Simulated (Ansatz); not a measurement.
**Geometry relaxation of C45H28 (part 1 of 3)**

C45H28 (73 atoms in the cell), computed with DFT, PBEsol, PAW, plane waves (Ansatz 0.2.0).

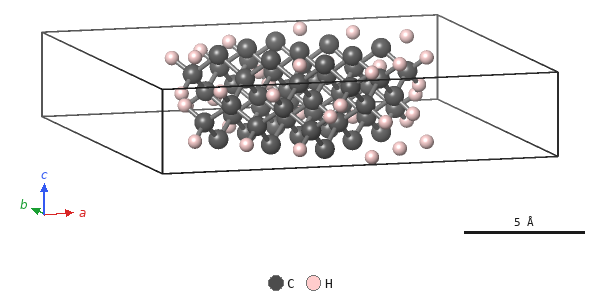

The structure as given in the input (ball-and-stick view of the cell of the calculation, with the vacuum cut short, seen slightly off an axis).

## Results in brief

| quantity | value |
| --- | --- |
| outcome | converged |
| electrons treated | 208 |
| free energy | −11541.1343 eV |
| Fermi energy | 0.758 eV |
| largest force (length of the vector) at the end | 0.024 eV/Å |
| hardware | 7 threads of Arm Neoverse-V2, shared host |
| wall time | 2.3 min (CPU time 15 min) |
| peak memory | 3.9 GiB |

## Input
```yaml
crystal:
  lattice:
    - [20.200000, 0.000000, 0.000000]
    - [0.000000, 20.200000, 0.000000]
    - [0.000000, 0.000000, 3.553803]
  atoms:
    - { symbol: C, position: [0.323843, 0.499126, 0.011180] }
    - { symbol: C, position: [0.499853, 0.323533, 0.993453] }
    - { symbol: C, position: [0.498609, 0.498757, 0.008107] }
    - { symbol: C, position: [0.500940, 0.676093, 0.985979] }
    - { symbol: C, position: [0.675248, 0.500625, 0.008104] }
    - { symbol: C, position: [0.367459, 0.368530, 0.260436] }
    - { symbol: C, position: [0.368641, 0.544173, 0.256461] }
    - { symbol: C, position: [0.542838, 0.369191, 0.261205] }
    - { symbol: C, position: [0.543423, 0.544130, 0.253979] }
    - { symbol: C, position: [0.544525, 0.720806, 0.245006] }
    - { symbol: C, position: [0.718534, 0.542453, 0.251835] }
    - { symbol: C, position: [0.410727, 0.412638, 0.996433] }
    - { symbol: C, position: [0.412391, 0.588329, 0.994961] }
    - { symbol: C, position: [0.586526, 0.412214, 0.004771] }
    - { symbol: C, position: [0.589058, 0.586503, 0.003467] }
    - { symbol: C, position: [0.280167, 0.455088, 0.255592] }
    - { symbol: C, position: [0.457949, 0.281555, 0.255482] }
    - { symbol: C, position: [0.457870, 0.456273, 0.258190] }
    - { symbol: C, position: [0.455722, 0.630439, 0.259349] }
    - { symbol: C, position: [0.630349, 0.456684, 0.238791] }
    - { symbol: C, position: [0.631897, 0.632099, 0.254072] }
    - { symbol: C, position: [0.411211, 0.323458, 0.500223] }
    - { symbol: C, position: [0.410831, 0.499942, 0.502733] }
    - { symbol: C, position: [0.411433, 0.676697, 0.495922] }
    - { symbol: C, position: [0.588300, 0.324285, 0.495211] }
    - { symbol: C, position: [0.588712, 0.501308, 0.497476] }
    - { symbol: C, position: [0.587929, 0.676504, 0.502639] }
    - { symbol: C, position: [0.282217, 0.544476, 0.756563] }
    - { symbol: C, position: [0.457573, 0.368196, 0.746582] }
    - { symbol: C, position: [0.456297, 0.545179, 0.745447] }
    - { symbol: C, position: [0.457328, 0.720909, 0.746270] }
    - { symbol: C, position: [0.632420, 0.369578, 0.759623] }
    - { symbol: C, position: [0.630978, 0.546274, 0.753722] }
    - { symbol: C, position: [0.325543, 0.412790, 0.484136] }
    - { symbol: C, position: [0.323625, 0.588268, 0.509307] }
    - { symbol: C, position: [0.501550, 0.413115, 0.501498] }
    - { symbol: C, position: [0.501016, 0.586922, 0.491265] }
    - { symbol: C, position: [0.676535, 0.413371, 0.506695] }
    - { symbol: C, position: [0.676114, 0.587012, 0.497673] }
    - { symbol: C, position: [0.368176, 0.455692, 0.755115] }
    - { symbol: C, position: [0.366716, 0.631073, 0.753609] }
    - { symbol: C, position: [0.542201, 0.279674, 0.753193] }
    - { symbol: C, position: [0.544785, 0.454754, 0.756198] }
    - { symbol: C, position: [0.544392, 0.630527, 0.744967] }
    - { symbol: C, position: [0.718748, 0.457629, 0.756818] }
    - { symbol: H, position: [0.334643, 0.334054, 0.072696] }
    - { symbol: H, position: [0.510284, 0.754545, 0.433081] }
    - { symbol: H, position: [0.576695, 0.752064, 0.057908] }
    - { symbol: H, position: [0.752457, 0.510801, 0.428403] }
    - { symbol: H, position: [0.753383, 0.575934, 0.067504] }
    - { symbol: H, position: [0.250275, 0.423028, 0.061555] }
    - { symbol: H, position: [0.248235, 0.488787, 0.438060] }
    - { symbol: H, position: [0.423320, 0.247626, 0.061049] }
    - { symbol: H, position: [0.489124, 0.248213, 0.436803] }
    - { symbol: H, position: [0.664007, 0.663625, 0.065754] }
    - { symbol: H, position: [0.378951, 0.290992, 0.683724] }
    - { symbol: H, position: [0.378183, 0.708371, 0.308904] }
    - { symbol: H, position: [0.621223, 0.290782, 0.305954] }
    - { symbol: H, position: [0.622114, 0.706553, 0.684406] }
    - { symbol: H, position: [0.247803, 0.510005, 0.561922] }
    - { symbol: H, position: [0.247060, 0.576144, 0.930423] }
    - { symbol: H, position: [0.423822, 0.752478, 0.939760] }
    - { symbol: H, position: [0.488544, 0.753818, 0.567338] }
    - { symbol: H, position: [0.665121, 0.334577, 0.949239] }
    - { symbol: H, position: [0.291935, 0.378440, 0.678478] }
    - { symbol: H, position: [0.292090, 0.620290, 0.322882] }
    - { symbol: H, position: [0.707401, 0.380334, 0.314134] }
    - { symbol: H, position: [0.708459, 0.620398, 0.684293] }
    - { symbol: H, position: [0.335611, 0.664494, 0.928024] }
    - { symbol: H, position: [0.510966, 0.246901, 0.566138] }
    - { symbol: H, position: [0.578075, 0.246091, 0.937617] }
    - { symbol: H, position: [0.750245, 0.424278, 0.937491] }
    - { symbol: H, position: [0.752841, 0.487470, 0.562672] }
kpoints:
  mp_grid: { grid: [1, 1, 6] }
hamiltonian:
  xc: pbesol
scf:
  occupations: { method: fermi_dirac, width: 0.01 }
relax:
  f_tol: 0.03
  max_steps: 80
  escape_saddle: false
  adjacent_minimum: "off"
output:
  forces: true
  eigenvalues: true
  populations: true
```

## The program's output
```
Pseudopotentials: kind: paw
Functional definition: PBEsol
  exchange = pbesol_x
  correlation = pbesol_c
Crystal: 73 atoms, lattice volume = 1450.094 Å³
Basis set: ecut = 420 eV, 28203 PW (Γ), exchange–correlation on 288×288×48 points (8 copies of the dense FFT grid, shifted against one another)
Bands: 177, of which v1, the nominal top of the filled ones, is band 104 counted from 1 (103 counted from 0)
Symmetry: 1 space group operations
Space group: P1 (ITA 1), of the structure as read, at distance tolerance 1.1e-4 Å
k-points: 4 of 6 (time reversal used)
Non-local potential: C, projectors of the file, l = 0: 2, l = 1: 2, l = 2: 1
Non-local potential: H, projectors of the file, l = 0: 2, l = 1: 1
PAW form: soft (Blöchl's): semilocal exchange-correlation on the pseudo side does not see the compensation charge
PAW frozen core: C, regenerated for the run's functional, and the local potential with it (the file was generated under x = pbe(κ = 0.804, μ = 0.2195149727645171), c = pbe(β = 0.06672455060314922))
PAW one-centre angular grid: C, 110 points (default); XC on 64 Gauss nodes
PAW one-centre angular grid: H, 110 points (default); XC on 64 Gauss nodes
Initial density: superposition of atomic densities (neutral atoms: chi_scale 0, normalization atom), corrected by the library's trained network
Initial wavefunctions: pseudopotential atomic-orbital guess
Functional: x = pbesol(κ = 0.804, μ = 0.12345679012345678), c = pbesol(β = 0.046)
SCF iter   1: F=—  HF=-11524.613690 eV  |F-HF|=—  |Δ(HF+E_count)|=         —  Δρ=6.35e-3  dr2=9.13e-1  ethr=1.77e-3  ⟨swp⟩=8.8  Hψ=4283  notcnv=0  defer=175
preconditioner: auto → Resta (q_TF=auto, 1.974 Å⁻¹)  ε∞=1.9  [insulator: Δε(μ)=3.014 eV  Ē_g=15.104 eV  σ=0.010 eV  W_gap=1.00  n_scr=170 (ndim 8)  ℏωp=14.1 eV  f_vac=0.687  D(μ)=0.00/eV (n_scr^D=0)  ε∞_Penn≈1.9  vacuum switching on, ρ_ref=1.7e-2 e/Å³]
SCF iter   2: F=—  HF=-11524.416816 eV  |F-HF|=—  |Δ(HF+E_count)|=   1.97e-1  Δρ=3.38e-3  dr2=1.30e-1  ethr=4.39e-4  ⟨swp⟩=2.0  Hψ=996  notcnv=0  defer=263
SCF iter   3: F=—  HF=-11524.408604 eV  |F-HF|=—  |Δ(HF+E_count)|=   8.21e-3  Δρ=1.36e-3  dr2=2.76e-2  ethr=6.24e-5  ⟨swp⟩=3.0  Hψ=746  notcnv=0  defer=263
SCF iter   4: F=—  HF=-11524.410586 eV  |F-HF|=—  |Δ(HF+E_count)|=   1.98e-3  Δρ=3.69e-4  dr2=5.04e-3  ethr=1.33e-5  ⟨swp⟩=3.2  Hψ=837  notcnv=0  defer=263
SCF iter   5: F=—  HF=-11524.410627 eV  |F-HF|=—  |Δ(HF+E_count)|=   4.01e-5  Δρ=1.20e-4  dr2=2.65e-4  ethr=2.42e-6  ⟨swp⟩=3.0  Hψ=1094  notcnv=0  defer=263
SCF iter   6: F=-11524.410746 eV  HF=-11524.410725 eV  |F-HF|=2.06e-5  |Δ(HF+E_count)|=   9.87e-5  Δρ=4.07e-5  dr2=1.84e-5  ethr=1.08e-8  ⟨swp⟩=34.2  Hψ=7260  notcnv=0
SCF 1 converged in 6 iterations: F = -11524.410746 eV  dr2 = 1.84e-5
  greatest PAW one-centre occupation: 0.662 electrons in one spin orbital (limit 2), on the C atom at site 15 (counted from 0), in its partial waves of l = 0
relax step   1: F+E_penalty+E_count = -11524.41074595 eV  Δ(F+E_penalty+E_count) = +0.000e0 eV  max|allowed force component| = 1.199e1 eV/Å  Δτ_max = 0.0000 Å  (6 SCF iters, dr2 threshold 2.25e-5 eV, accepted)
Initial density: handed on by an earlier stage of this run
Initial wavefunctions: those handed on with the density
iter 1 solved again at ethr=1.02e-3 eV; its pass at ethr=3.10e-3 eV (dr2=2.12e0 eV) is discarded
SCF iter   1: F=—  HF=-11536.265143 eV  |F-HF|=—  |Δ(HF+E_count)|=         —  Δρ=1.63e-2  dr2=2.19e0  ethr=1.02e-3  ⟨swp⟩=1.0  Hψ=2761  notcnv=0  defer=261
preconditioner: auto → Resta (q_TF=auto, 1.974 Å⁻¹)  ε∞=1.9  [insulator: Δε(μ)=3.031 eV  Ē_g=14.944 eV  σ=0.010 eV  W_gap=1.00  n_scr=170 (ndim 8)  ℏωp=14.1 eV  f_vac=0.696  D(μ)=0.00/eV (n_scr^D=0)  ε∞_Penn≈1.9  vacuum switching on, ρ_ref=1.6e-2 e/Å³]
SCF iter   2: F=—  HF=-11535.707345 eV  |F-HF|=—  |Δ(HF+E_count)|=   5.58e-1  Δρ=6.91e-3  dr2=2.88e-1  ethr=1.02e-3  ⟨swp⟩=2.0  Hψ=747  notcnv=0  defer=261
SCF iter   3: F=—  HF=-11535.673364 eV  |F-HF|=—  |Δ(HF+E_count)|=   3.40e-2  Δρ=1.87e-3  dr2=3.51e-2  ethr=1.38e-4  ⟨swp⟩=2.0  Hψ=894  notcnv=0  defer=276
SCF iter   4: F=—  HF=-11535.670876 eV  |F-HF|=—  |Δ(HF+E_count)|=   2.49e-3  Δρ=4.35e-4  dr2=3.82e-3  ethr=1.69e-5  ⟨swp⟩=2.5  Hψ=1065  notcnv=0  defer=276
SCF iter   5: F=—  HF=-11535.670704 eV  |F-HF|=—  |Δ(HF+E_count)|=   1.73e-4  Δρ=1.44e-4  dr2=3.95e-4  ethr=1.84e-6  ⟨swp⟩=2.0  Hψ=922  notcnv=0  defer=276
SCF iter   6: F=-11535.670717 eV  HF=-11535.670711 eV  |F-HF|=6.33e-6  |Δ(HF+E_count)|=   7.35e-6  Δρ=3.70e-5  dr2=1.74e-5  ethr=4.81e-8  ⟨swp⟩=22.8  Hψ=5647  notcnv=0
SCF 2 converged in 6 iterations: F = -11535.670717 eV  dr2 = 1.74e-5
  greatest PAW one-centre occupation: 0.656 electrons in one spin orbital (limit 2), on the C atom at site 15 (counted from 0), in its partial waves of l = 0
relax step   2: F+E_penalty+E_count = -11535.67071743 eV  Δ(F+E_penalty+E_count) = -1.126e1 eV  max|allowed force component| = 4.687e0 eV/Å  Δτ_max = 0.1861 Å  (6 SCF iters, dr2 threshold 1.00e-4 eV, accepted)
iter 1 solved again at ethr=4.11e-4 eV; its pass at ethr=3.10e-3 eV (dr2=8.54e-1 eV) is discarded
SCF iter   1: F=—  HF=-11540.191360 eV  |F-HF|=—  |Δ(HF+E_count)|=         —  Δρ=1.05e-2  dr2=8.72e-1  ethr=4.11e-4  ⟨swp⟩=2.0  Hψ=2763  notcnv=0  defer=268
preconditioner: auto → Resta (q_TF=auto, 1.974 Å⁻¹)  ε∞=1.9  [insulator: Δε(μ)=3.116 eV  Ē_g=15.010 eV  σ=0.010 eV  W_gap=1.00  n_scr=170 (ndim 8)  ℏωp=14.1 eV  f_vac=0.696  D(μ)=0.00/eV (n_scr^D=0)  ε∞_Penn≈1.9  vacuum switching on, ρ_ref=1.6e-2 e/Å³]
SCF iter   2: F=—  HF=-11539.982189 eV  |F-HF|=—  |Δ(HF+E_count)|=   2.09e-1  Δρ=4.81e-3  dr2=1.37e-1  ethr=4.11e-4  ⟨swp⟩=2.0  Hψ=789  notcnv=0  defer=268
relax step   3: F+E_penalty+E_count = -11539.96054979 eV  Δ(F+E_penalty+E_count) = -4.290e0 eV  max|allowed force component| = 1.259e0 eV/Å  Δτ_max = 0.2000 Å  (6 SCF iters, dr2 threshold 1.00e-4 eV, accepted)
preconditioner: auto → Resta (q_TF=auto, 1.974 Å⁻¹)  ε∞=1.9  [insulator: Δε(μ)=3.008 eV  Ē_g=14.901 eV  σ=0.010 eV  W_gap=1.00  n_scr=170 (ndim 8)  ℏωp=14.1 eV  f_vac=0.694  D(μ)=0.00/eV (n_scr^D=0)  ε∞_Penn≈1.9  vacuum switching on, ρ_ref=1.6e-2 e/Å³]
SCF iter   5: F=—  HF=-11541.083753 eV  |F-HF|=—  |Δ(HF+E_count)|=   1.61e-5  Δρ=6.52e-5  dr2=1.16e-4  ethr=3.80e-7  ⟨swp⟩=2.5  Hψ=896  notcnv=0  defer=266
SCF iter   6: F=-11541.083748 eV  HF=-11541.083745 eV  |F-HF|=3.43e-6  |Δ(HF+E_count)|=   7.84e-6  Δρ=1.88e-5  dr2=3.99e-6  ethr=4.81e-8  ⟨swp⟩=18.5  Hψ=5119  notcnv=0
SCF 4 converged in 6 iterations: F = -11541.083748 eV  dr2 = 3.99e-6
  greatest PAW one-centre occupation: 0.656 electrons in one spin orbital (limit 2), on the C atom at site 41 (counted from 0), in its partial waves of l = 0
relax step   4: F+E_penalty+E_count = -11541.08374846 eV  Δ(F+E_penalty+E_count) = -1.123e0 eV  max|allowed force component| = 1.499e-1 eV/Å  Δτ_max = 0.2000 Å  (6 SCF iters, dr2 threshold 1.00e-4 eV, accepted)
SCF iter   1: F=—  HF=-11541.135967 eV  |F-HF|=—  |Δ(HF+E_count)|=         —  Δρ=2.21e-3  dr2=3.04e-2  ethr=1.65e-4  ⟨swp⟩=3.2  Hψ=1312  notcnv=0  defer=266
preconditioner: auto → Resta (q_TF=auto, 1.974 Å⁻¹)  ε∞=1.9  [insulator: Δε(μ)=3.062 eV  Ē_g=14.955 eV  σ=0.010 eV  W_gap=1.00  n_scr=170 (ndim 8)  ℏωp=14.1 eV  f_vac=0.696  D(μ)=0.00/eV (n_scr^D=0)  ε∞_Penn≈1.9  vacuum switching on, ρ_ref=1.6e-2 e/Å³]
SCF iter   2: F=—  HF=-11541.129800 eV  |F-HF|=—  |Δ(HF+E_count)|=   6.17e-3  Δρ=1.03e-3  dr2=5.48e-3  ethr=1.46e-5  ⟨swp⟩=2.0  Hψ=1108  notcnv=0  defer=266
SCF iter   3: F=—  HF=-11541.129458 eV  |F-HF|=—  |Δ(HF+E_count)|=   3.41e-4  Δρ=1.94e-4  dr2=4.93e-4  ethr=2.63e-6  ⟨swp⟩=2.8  Hψ=786  notcnv=0  defer=266
SCF iter   4: F=—  HF=-11541.129779 eV  |F-HF|=—  |Δ(HF+E_count)|=   3.21e-4  Δρ=3.80e-5  dr2=2.77e-5  ethr=2.37e-7  ⟨swp⟩=2.0  Hψ=779  notcnv=0  defer=266
SCF iter   5: F=—  HF=-11541.129780 eV  |F-HF|=—  |Δ(HF+E_count)|=   1.17e-6  Δρ=1.31e-5  dr2=5.00e-6  ethr=1.33e-8  ⟨swp⟩=2.0  Hψ=828  notcnv=0  defer=266
SCF iter   6: F=-11541.129780 eV  HF=-11541.129780 eV  |F-HF|=1.15e-7  |Δ(HF+E_count)|=   2.16e-7  Δρ=3.62e-6  dr2=1.80e-7  ethr=6.75e-10  ⟨swp⟩=17.5  Hψ=4663  notcnv=0
SCF 5 converged in 6 iterations: F = -11541.129780 eV  dr2 = 1.80e-7
  greatest PAW one-centre occupation: 0.656 electrons in one spin orbital (limit 2), on the C atom at site 44 (counted from 0), in its partial waves of l = 0
relax step   5: F+E_penalty+E_count = -11541.12977999 eV  Δ(F+E_penalty+E_count) = -4.603e-2 eV  max|allowed force component| = 6.184e-2 eV/Å  Δτ_max = 0.0347 Å  (6 SCF iters, dr2 threshold 1.40e-6 eV, accepted)
SCF iter   1: F=—  HF=-11541.135712 eV  |F-HF|=—  |Δ(HF+E_count)|=         —  Δρ=1.08e-3  dr2=7.49e-3  ethr=2.86e-5  ⟨swp⟩=3.2  Hψ=1312  notcnv=0  defer=266
preconditioner: auto → Resta (q_TF=auto, 1.974 Å⁻¹)  ε∞=1.9  [insulator: Δε(μ)=3.050 eV  Ē_g=14.957 eV  σ=0.010 eV  W_gap=1.00  n_scr=170 (ndim 8)  ℏωp=14.1 eV  f_vac=0.696  D(μ)=0.00/eV (n_scr^D=0)  ε∞_Penn≈1.9  vacuum switching on, ρ_ref=1.6e-2 e/Å³]
SCF iter   2: F=—  HF=-11541.134079 eV  |F-HF|=—  |Δ(HF+E_count)|=   1.63e-3  Δρ=5.00e-4  dr2=1.32e-3  ethr=3.60e-6  ⟨swp⟩=2.0  Hψ=1068  notcnv=0  defer=266
SCF iter   3: F=—  HF=-11541.133930 eV  |F-HF|=—  |Δ(HF+E_count)|=   1.49e-4  Δρ=7.32e-5  dr2=5.01e-5  ethr=6.37e-7  ⟨swp⟩=2.0  Hψ=799  notcnv=0  defer=266
SCF iter   4: F=—  HF=-11541.134318 eV  |F-HF|=—  |Δ(HF+E_count)|=   3.87e-4  Δρ=1.78e-5  dr2=4.76e-6  ethr=2.41e-8  ⟨swp⟩=2.0  Hψ=831  notcnv=0  defer=266
SCF iter   5: F=—  HF=-11541.134318 eV  |F-HF|=—  |Δ(HF+E_count)|=   8.42e-8  Δρ=3.93e-6  dr2=4.68e-7  ethr=2.29e-9  ⟨swp⟩=2.2  Hψ=776  notcnv=0  defer=266
SCF iter   6: F=-11541.134318 eV  HF=-11541.134318 eV  |F-HF|=1.00e-8  |Δ(HF+E_count)|=   6.14e-9  Δρ=1.42e-6  dr2=4.86e-8  ethr=4.81e-11  ⟨swp⟩=15.5  Hψ=4512  notcnv=0
SCF 6 converged in 6 iterations: F = -11541.134318 eV  dr2 = 4.86e-8
relax step   6: F+E_penalty+E_count = -11541.13431773 eV  Δ(F+E_penalty+E_count) = -4.538e-3 eV  max|allowed force component| = 1.620e-2 eV/Å  Δτ_max = 0.0151 Å  (6 SCF iters, accepted)
```

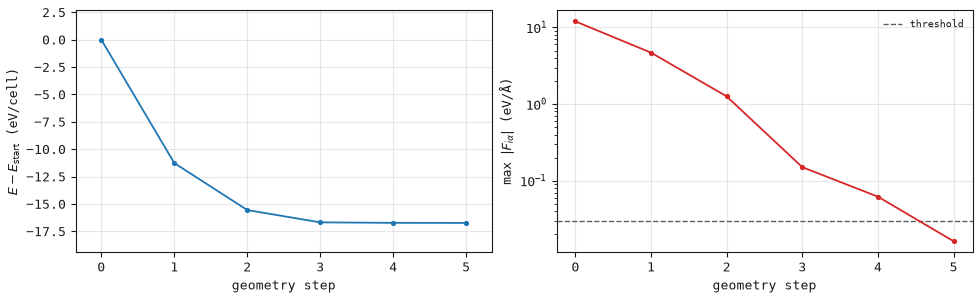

Progress of the relaxation, step by step (the first geometry is step 0 here and step 1 in the log).

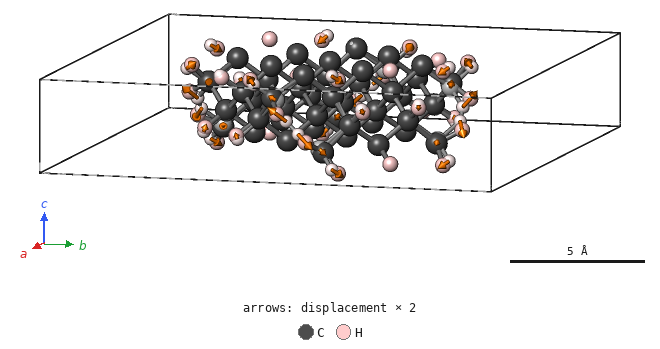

Start (faint) and end (solid) with the displacements as orange arrows, magnified 2 times (ball-and-stick view of the cell of the calculation, with the vacuum cut short (origin shifted), seen slightly off an axis). After 5 geometry steps the energy has fallen by 16.724 eV per cell of the calculation. Largest force component: 12 eV/Å at the start, 0.016 eV/Å at the end. H60 moves most: 0.52 Å. By element the largest moves are H 0.52 Å, C 0.20 Å. The cell doesn't change. Among the contacts that change: H52–H60 0.614 → 1.525 Å, H54–H70 0.638 → 1.525 Å, H47–H63 0.649 → 1.525 Å, H49–H73 0.671 → 1.525 Å. Bonds break: H47–H63 (0.65 → 1.53 Å), H49–H73 (0.67 → 1.53 Å), H52–H60 (0.61 → 1.53 Å), H54–H70 (0.64 → 1.53 Å). Among the angles that change: H51–C16–H52 112.9° → 102.8°, C8–C2–C17 105.2° → 113.6°, H47–C10–H48 110.5° → 102.8°. (Atoms are counted from 1 in the order of the input.)

```
SCF converged after 6 iterations
Free energy (F): -11541.134318 eV
Harris-Foulkes:  -11541.134318 eV  (|F-HF|=1.00e-8)
Internal energy: -11541.134318 eV  (E = F + TS)
E sigma→0 (E₀):  -11541.134318 eV
Fermi energy:    0.757603 eV
--- Per-component energies (eV) ---
  E_band       = -1784.082291
  E_kinetic    = 4545.564123
  E_local      = -144518.957195  (includes V_loc(G=0)·N_el)
  E_nonlocal   = 1256.101368
  E_hartree    = 70148.320351
  E_xc         = -2427.146375
  E_vxc        = -3035.430900  (∫ρ·V_xc dr)
  E_paw        = -4308.073553  (= ΣΔE_a)
  E_vpaw       = -327.907907  (= ΣTr[D̂ρ^β])
  E_aug_tail   = -0.037701  (compensation charges beyond the density's cutoff)
  E_ewald      = 63762.145140
  E_core_change = 0.949523  (= ΣΔE_core)
  E_smearing   = -0.000000  (= −TS)
  E_closure    = 0.000000  (closes the sum)
  Σ components = -11541.134318   (vs F -11541.134318, Δ=0.00e0)
--- Forces (eV/Å), atoms counted from 1 ---
  atom   1  C     -0.00384619    -0.00024550    -0.00069068
  atom   2  C      0.00016953    -0.00379960     0.00002193
  atom   3  C     -0.00029350    -0.00027101     0.00020243
  atom   4  C     -0.00019169     0.00372843     0.00029013
  atom   5  C      0.00336802     0.00012552    -0.00024540
  atom   6  C      0.00132790     0.00103255     0.00278980
  atom   7  C     -0.00176326    -0.00020421     0.00076626
  atom   8  C     -0.00023187    -0.00183280     0.00081465
  atom   9  C     -0.00060305    -0.00047718    -0.00088859
  atom  10  C     -0.00810237    -0.01247800     0.00375722
  atom  11  C     -0.01318597    -0.00805577     0.00459239
  atom  12  C      0.00271178     0.00332433     0.00240103
  atom  13  C      0.00337061    -0.00285151    -0.00287520
  atom  14  C     -0.00322169     0.00303585    -0.00270171
  atom  15  C     -0.00250621    -0.00345087     0.00260590
  atom  16  C      0.01313272     0.00863329     0.00496440
  atom  17  C      0.00821194     0.01288075     0.00359535
  atom  18  C      0.00096984     0.00081729    -0.00117212
  atom  19  C      0.00032490     0.00185410     0.00081034
  atom  20  C      0.00187581     0.00059200     0.00025591
  atom  21  C     -0.00119476    -0.00108064     0.00317513
  atom  22  C      0.00362234    -0.00305938    -0.00047959
  atom  23  C      0.00215585     0.00021971    -0.00001472
  atom  24  C      0.00324187     0.00277512     0.00049802
  atom  25  C     -0.00328115    -0.00291303     0.00053829
  atom  26  C     -0.00214327    -0.00000551    -0.00014536
  atom  27  C     -0.00352844     0.00271558    -0.00076456
  atom  28  C      0.01274644    -0.00864853    -0.00358176
  atom  29  C     -0.00004687    -0.00221579    -0.00040870
  atom  30  C      0.00024387    -0.00072484     0.00116940
  atom  31  C      0.00831409    -0.01335311    -0.00429177
  atom  32  C     -0.00105064     0.00090090    -0.00281929
  atom  33  C      0.00164084    -0.00032639    -0.00044556
  atom  34  C     -0.00302555     0.00305645    -0.00070814
  atom  35  C     -0.00291720    -0.00353929     0.00062277
  atom  36  C      0.00000790     0.00235712    -0.00004086
  atom  37  C      0.00001493    -0.00240875    -0.00033965
  atom  38  C      0.00276771     0.00313198     0.00070237
  atom  39  C      0.00261790    -0.00320362    -0.00067274
  atom  40  C     -0.00136640     0.00049400    -0.00045493
  atom  41  C      0.00110396    -0.00130072    -0.00294482
  atom  42  C     -0.00832247     0.01348493    -0.00407375
  atom  43  C     -0.00044615     0.00031569     0.00112147
  atom  44  C     -0.00008669     0.00239930    -0.00045049
  atom  45  C     -0.01251718     0.00785151    -0.00410266
  atom  46  H     -0.00010331     0.00085812     0.00140665
  atom  47  H     -0.01288827     0.01217100     0.01557608
```
